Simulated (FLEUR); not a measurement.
## NdSb: which magnetic order is lowest

Aim: find out whether NdSb carries moments, and which collinear order costs least.

Method: LDA (VWN) with U = 4.02 eV, J = 0.7 eV on Nd f; all-electron FLAPW, Dirac cores, scalar-relativistic bands, in FLEUR MaX-R8.1.

**1. The starting structure**

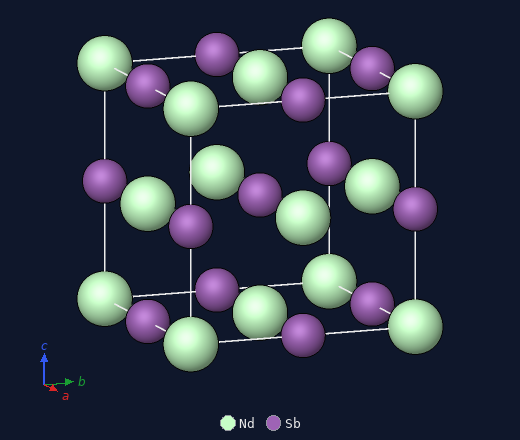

The starting structure, seen slightly off an axis (neodymium light green, antimony purple). This picture shows the conventional cell, with its axes. Some periodic images of atoms are drawn too.

**2. Start 1: ferro +**

The parallel start comes first: it shows whether parallel moments hold. A Hubbard U acts on the open shell, since semilocal functionals spread its electrons too much.

The file n_mmp_mat seeds the f occupations with whole cubic orbitals by Hund's first rule, so that the U acts from the first pass. inpgen writes inp.xml from crystal.txt; cutoffs, mixing, functional, smearing and local orbitals are then set in the file. The k list default-1 (kpts.xml, not shown) is a Γ-centred 8×8×8 mesh; where the ranks do not divide the number of points, some are split in two of half the weight.

Contents of inp.xml:

```
<?xml version="1.0" encoding="UTF-8" standalone="no"?>
<fleurInput fleurInputVersion="0.39">
   <comment>
      NdSb
   </comment>
   <calculationSetup>
      <cutoffs Kmax="3.6" Gmax="10.8" GmaxXC="10.8" numbands="0"/>
      <scfLoop itmax="130" minDistance="0.0001" maxIterBroyd="15" imix="Anderson" alpha="0.05" precondParam="0.0" spinf="2.0" sdNocoIR="T"/>
      <coreElectrons ctail="T" frcor="F" kcrel="0" coretail_lmax="0"/>
      <xcFunctional name="vwn" relativisticCorrections="F"/>
      <magnetism jspins="2"/>
      <soc l_soc="F" theta="0.0" phi="0.0" spav="F"/>
      <expertModes spex="0" secvar="F"/>
      <geometryOptimization l_f="F" forcealpha="1.0" forcemix="BFGS" epsdisp="0.00001" epsforce="0.00001"/>
      <ldaU l_linMix="F" mixParam="0.05" spinf="1.0"/>
   </calculationSetup>
   <cell>
      <bzIntegration valenceElectrons="29.0" mode="hist" fermiSmearingEnergy="0.00110248">
         <kPointListSelection listName="default-1"/>
         <xi:include xmlns:xi="http://www.w3.org/2001/XInclude" href="kpts.xml"> </xi:include>
      </bzIntegration>
      <xi:include xmlns:xi="http://www.w3.org/2001/XInclude" href="sym.xml"> </xi:include>
      <bulkLattice scale="1.0">
         <bravaisMatrix>
            <row-1>    0.0000000000000000     5.9885420888573995     5.9885420888573995</row-1>
            <row-2>    5.9885420888573995     0.0000000000000000     5.9885420888573995</row-2>
            <row-3>    5.9885420888573995     5.9885420888573995     0.0000000000000000</row-3>
         </bravaisMatrix>
      </bulkLattice>
   </cell>
   <atomSpecies>
      <species name="Neodymium 3.000" element="Nd" atomicNumber="60">
         <mtSphere radius="2.8" gridPoints="1201" logIncrement="0.0108"/>
         <atomicCutoffs lmax="10" lnonsphr="8"/>
         <electronConfig flipSpins="F">
            <coreConfig>(1s1/2) (2s1/2) (2p1/2) (2p3/2) (3s1/2) (3p1/2) (3p3/2) (4s1/2) (3d3/2) (3d5/2) (4p1/2) (4p3/2) (4d3/2) (4d5/2)</coreConfig>
            <valenceConfig>(5s1/2) (5p1/2) (5p3/2) (6s1/2) (4f5/2) (4f7/2)</valenceConfig>
            <stateOccupation state="(4f5/2)" spinUp="1.2142857142857" spinDown="0.5"/>
            <stateOccupation state="(4f7/2)" spinUp="2.2857142857143" spinDown="0.0"/>
         </electronConfig>
         <energyParameters s="6" p="6" d="5" f="4"/>
         <ldaU l="3" U="4.02" J="0.7" l_amf="F"/>
         <lo type="SCLO" l="0" n="5" eDeriv="0"/>
         <lo type="SCLO" l="1" n="5" eDeriv="0"/>
      </species>
      <species name="Antimony (Sb)" element="Sb" atomicNumber="51">
         <mtSphere radius="2.8" gridPoints="1201" logIncrement="0.0108"/>
         <atomicCutoffs lmax="10" lnonsphr="8"/>
         <electronConfig flipSpins="F">
            <coreConfig>(1s1/2) (2s1/2) (2p1/2) (2p3/2) (3s1/2) (3p1/2) (3p3/2) (4s1/2) (3d3/2) (3d5/2) (4p1/2) (4p3/2)</coreConfig>
            <valenceConfig>(5s1/2) (4d3/2) (4d5/2) (5p1/2) (5p3/2)</valenceConfig>
            <stateOccupation state="(5p1/2)" spinUp="0.500000" spinDown="0.500000"/>
            <stateOccupation state="(5p3/2)" spinUp="1.000000" spinDown="1.000000"/>
         </electronConfig>
         <energyParameters s="5" p="5" d="5" f="4"/>
         <lo type="SCLO" l="2" n="4" eDeriv="0"/>
      </species>
   </atomSpecies>
   <atomGroups>
      <atomGroup species="Neodymium 3.000">
         <relPos label="                   1">.0000000000 .0000000000 .0000000000</relPos>
         <force calculate="T" relaxXYZ="TTT"/>
      </atomGroup>
      <atomGroup species="Antimony (Sb)">
         <relPos label="                   2">1.000/2.000 1.000/2.000 1.000/2.000</relPos>
         <force calculate="T" relaxXYZ="TTT"/>
      </atomGroup>
   </atomGroups>
   <output dos="F" band="F" slice="F">
      <bandDOS minEnergy="-.5*Htr" maxEnergy="0.5*Htr" sigma="0.015" storeEVData="T"/>
      <plotting iplot="0" polar="F">
         <plot TwoD="T" vec1="  1.0  0.0  0.0" vec2="  0.0  1.0  0.0" vec3="  0.0  0.0  1.0" zero="  0.0  0.0  0.0" file="plot"/>
      </plotting>
      <moessbauerParams electricFieldGradient="F" isomerShift="F" coreHyperfine="F" valenceHyperfine="F"/>
   </output>
</fleurInput>
```

Contents of crystal.txt:

```
NdSb
&input film=F cartesian=F /
0.00000000000  3.16900000000  3.16900000000
3.16900000000  0.00000000000  3.16900000000
3.16900000000  3.16900000000  0.00000000000
1.8897261246
1.0 1.0 1.0

2
60 0.00000000000  0.00000000000  0.00000000000 : 3.000
51 0.50000000000  0.50000000000  0.50000000000

&kpt div1=8 div2=8 div3=8 gamma=T /
```

Launch:

```sh
> OMP_NUM_THREADS=1 inpgen -f crystal.txt > inpgen.log  # inp.xml is then edited as shown
> OMP_NUM_THREADS=1 mpirun -n 4 fleur_MPI > fleur.log
```

Log:

```text
Welcome to FLEUR        (www.flapw.de)
      MaX-Release 8.1          (www.max-centre.eu)

 ========== k-point set info ==========
 Selected k-point list: default-1
 k-point list type: mesh
 0 x 0 x 0
 Number of k points: 32

 ------------Calculation Setup---------------------------
 Number of MPI-tasks      :            4
 Number of PE/node        :            4
 Number of OMP-threads    :            1
 k-points in parallel     :            4
 pe's per k-point         :            1
 No of k-point loops      :            8
 Eigenvalue solver        :       lapack
 Number of basis functions:          366
 Approximate size of matrices (H+S) per k-point:         0.002 GB
 --------------------------------------------------------
 Iteration:     1   Distance:      31.64997073 me/bohr^3
 Iteration:     2   Distance:      27.73452012 me/bohr^3
 Iteration:     3   Distance:      25.74800760 me/bohr^3
 Iteration:     4   Distance:      81.27817875 me/bohr^3
 Iteration:     5   Distance:      86.96457486 me/bohr^3
 Iteration:     6   Distance:      88.85483420 me/bohr^3
 Invalid elements in DFT+U matrix after mixing:
 Reset of history
 Iteration:     7   Distance:      89.64176691 me/bohr^3
 Iteration:     8   Distance:      44.43756060 me/bohr^3
 Iteration:     9   Distance:      55.17946162 me/bohr^3
 Iteration:    10   Distance:      53.94709883 me/bohr^3
[... 11 iterations left out ...]
 Iteration:    22   Distance:       0.19228198 me/bohr^3
 Iteration:    23   Distance:       0.17922588 me/bohr^3
 Iteration:    24   Distance:       0.06726519 me/bohr^3
 Iteration:    25   Distance:       0.00730162 me/bohr^3
 Iteration:    26   Distance:       0.00636430 me/bohr^3
 Iteration:    27   Distance:       0.00282634 me/bohr^3
 Iteration:    28   Distance:       0.00128547 me/bohr^3
 Iteration:    29   Distance:       0.00076751 me/bohr^3
 Iteration:    30   Distance:       0.00020060 me/bohr^3
 Iteration:    31   Distance:       0.00003001 me/bohr^3

 ********************************************************************
 Run finished successfully
 Stop message:
   all done
 ********************************************************************

--- out.xml (last complete iteration) ---
<iteration numberForCurrentRun="   31" overallNumber="   31">
         [... left out ...]
         <bandgap value="0.0166306949" units="eV"/>
         <sumValenceSingleParticleEnergies value="-10.5300057909" units="Htr"/>
         <FermiEnergy value="0.2665366807" units="Htr"/>
         <valenceDensity>
            <mtCharges spin="1">
               <mtCharge atomType="1" total="7.4202417" s="1.0451328" p="2.9152762" d="0.3956203" f="3.0624013"/>
               <mtCharge atomType="2" total="6.8732503" s="0.7405113" p="1.1210603" d="5.0039612" f="0.0057170"/>
            </mtCharges>
            <mtCharges spin="2">
               <mtCharge atomType="1" total="4.3617199" s="1.0424991" p="2.9035250" d="0.3582113" f="0.0555861"/>
               <mtCharge atomType="2" total="6.9203720" s="0.7451125" p="1.1659438" d="5.0025628" f="0.0050823"/>
            </mtCharges>
            <spinDependentCharge spin="1" total="16.0171942" interstitial="1.7237021" mtSpheres="14.2934920"/>
            <spinDependentCharge spin="2" total="12.9828058" interstitial="1.7007140" mtSpheres="11.2820918"/>
            <totalCharge value="29.0000000000"/>
         </valenceDensity>
         [... left out ...]
         <allElectronCharges>
            <spinDependentCharge spin="1" total="57.0171942" interstitial="1.7238726" mtSpheres="55.2933215"/>
            <spinDependentCharge spin="2" total="53.9828058" interstitial="1.7008872" mtSpheres="52.2819186"/>
            <totalCharge value="110.9999999803"/>
         </allElectronCharges>
         <magneticMomentsInMTSpheres units="muBohr">
            <globalMagMoment atomType="1" vec="0.00000   0.00000   3.05852"/>
            <localMagMoment atomType="1" vec="0.00000   0.00000   3.05852"/>
            <globalMagMoment atomType="2" vec="0.00000   0.00000  -0.04712"/>
            <localMagMoment atomType="2" vec="0.00000   0.00000  -0.04712"/>
         </magneticMomentsInMTSpheres>
         <moessbauerParams unitsHFF="kG" unitsIS="e/bohr^3" unitsEFG="Htr/bohr^2">
         </moessbauerParams>
         <totalEnergy value="   -16101.4944784113" units="Htr">
            <sumOfEigenvalues value="    -9857.3983039279">
               <coreElectrons value="-9846.8682981370"/>
               <valenceElectrons value="-10.5300057909"/>
            </sumOfEigenvalues>
            <densityCoulombPotentialIntegral value="-26561.1681969400"/>
            <densityEffectivePotentialIntegral value="-27067.2304774529"/>
            <chargeDenXCDenIntegral value="-381.5066204873"/>
            <FockExchangeEnergyValence value="0.0000000000"/>
            <FockExchangeEnergyCore value="0.0000000000"/>
            <atomTypeDependentContributions atomType="1">
               <electronNucleiInteractionDifferentMTs value="11738.8436137193"/>
               <MadelungTerm value="-30.1697927842"/>
            </atomTypeDependentContributions>
            <atomTypeDependentContributions atomType="2">
               <electronNucleiInteractionDifferentMTs value="7861.8575166093"/>
               <MadelungTerm value="-18.5734903170"/>
            </atomTypeDependentContributions>
            <dftUCorrection value="-0.2084804508"/>
            <tkbTimesEntropy value="0.0000237754"/>
            <freeEnergy value="-16101.4945021867"/>
            <extrapolationTo0K value="-16101.4944902990"/>
         </totalEnergy>
         <ldaUDensityMatrix>
            <densityMatrixFor spin="1" atomType="1" uIndex="1" l="3" U="4.02000000" J="0.70000000">
               (+0.39134,+0.00000) (+0.00000,+0.00000) (+0.00000,+0.00000) (+0.00000,+0.00000) (-0.46062,+0.00000) (+0.00000,+0.00000) (+0.00000,+0.00000)
               (+0.00000,+0.00000) (+0.49338,+0.00000) (+0.00000,+0.00000) (+0.00000,+0.00000) (+0.00000,+0.00000) (+0.49262,+0.00000) (+0.00000,+0.00000)
               (+0.00000,+0.00000) (+0.00000,+0.00000) (+0.62920,+0.00000) (+0.00000,+0.00000) (+0.00000,+0.00000) (+0.00000,+0.00000) (-0.46062,+0.00000)
               (+0.00000,+0.00000) (+0.00000,+0.00000) (+0.00000,+0.00000) (+0.03455,+0.00000) (+0.00000,+0.00000) (+0.00000,+0.00000) (+0.00000,+0.00000)
               (-0.46062,+0.00000) (+0.00000,+0.00000) (+0.00000,+0.00000) (+0.00000,+0.00000) (+0.62920,+0.00000) (+0.00000,+0.00000) (+0.00000,+0.00000)
               (+0.00000,+0.00000) (+0.49262,+0.00000) (+0.00000,+0.00000) (+0.00000,+0.00000) (+0.00000,+0.00000) (+0.49338,+0.00000) (+0.00000,+0.00000)
               (+0.00000,+0.00000) (+0.00000,+0.00000) (-0.46062,+0.00000) (+0.00000,+0.00000) (+0.00000,+0.00000) (+0.00000,+0.00000) (+0.39134,+0.00000)
            </densityMatrixFor>
            <densityMatrixFor spin="2" atomType="1" uIndex="1" l="3" U="4.02000000" J="0.70000000">
               (+0.01056,+0.00000) (+0.00000,+0.00000) (+0.00000,+0.00000) (+0.00000,+0.00000) (+0.00548,+0.00000) (+0.00000,+0.00000) (+0.00000,+0.00000)
               (+0.00000,+0.00000) (+0.00210,+0.00000) (+0.00000,+0.00000) (+0.00000,+0.00000) (+0.00000,+0.00000) (+0.00140,+0.00000) (+0.00000,+0.00000)
               (+0.00000,+0.00000) (+0.00000,+0.00000) (+0.00773,+0.00000) (+0.00000,+0.00000) (+0.00000,+0.00000) (+0.00000,+0.00000) (+0.00548,+0.00000)
               (+0.00000,+0.00000) (+0.00000,+0.00000) (+0.00000,+0.00000) (+0.01480,+0.00000) (+0.00000,+0.00000) (+0.00000,+0.00000) (+0.00000,+0.00000)
               (+0.00548,+0.00000) (+0.00000,+0.00000) (+0.00000,+0.00000) (+0.00000,+0.00000) (+0.00773,+0.00000) (+0.00000,+0.00000) (+0.00000,+0.00000)
               (+0.00000,+0.00000) (+0.00140,+0.00000) (+0.00000,+0.00000) (+0.00000,+0.00000) (+0.00000,+0.00000) (+0.00210,+0.00000) (+0.00000,+0.00000)
               (+0.00000,+0.00000) (+0.00000,+0.00000) (+0.00548,+0.00000) (+0.00000,+0.00000) (+0.00000,+0.00000) (+0.00000,+0.00000) (+0.01056,+0.00000)
            </densityMatrixFor>
         </ldaUDensityMatrix>
         <ldaUDensityMatrixConvergence>
            <distance spin="1" distance="0.000000"/>
            <distance spin="2" distance="0.000001"/>
         </ldaUDensityMatrixConvergence>
         <densityConvergence units="me/bohr^3">
            <chargeDensity spin="1" distance="0.0000125193"/>
            <chargeDensity spin="2" distance="0.0000217201"/>
            <overallChargeDensity distance="0.0000188792"/>
            <spinDensity distance="0.0000300094"/>
         </densityConvergence>
      </iteration>
```

Run time: 53 s. Hardware: 4 MPI ranks of Arm Neoverse N1, shared host; peak memory 0.24 GiB; 3.5 min of CPU time.

Spin moment in the muffin-tin sphere by atom:

```csv
atom,spin moment in the muffin-tin sphere (μB)
Nd1,3.06
Sb2,-0.05
```

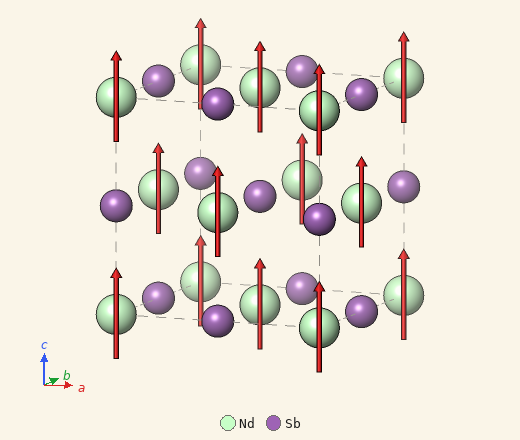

Spin moment in the muffin-tin sphere as arrows, the longest 3.06 μB. Up and down stand for the sign. Arrows give size and sign along the axis of quantisation, drawn up and down the page. Some periodic images of atoms are drawn too.

Read from the output:

```
free energy                                                       : -438143.9860 eV
program's band gap on this mesh (in a metal only a level spacing) : 0.01663 eV
magnetization                                                     : 3.034 μB
final state                                                       : ferromagnetic
```

After 31 cycles the largest moment stands at 3.06 μB.

(Part 1 of 2 ends here.)

[Logs and program files are shortened in this print: banners, set-up blocks, solver, clock and traceback lines can be left out without a mark of their own.]

[Logs are printed without paths, hosts, clocks, repeated set-up lines and the standing remarks that a program may print on its own settings, such as how far it seeks lower states.]

[Hosts, paths, dates, database ids (printed as entryN), source tags and the programs' standing remarks are cut or masked in the printed files.]

[Where a cell is said to come from a database of computed structures, the database is the Materials Project.]
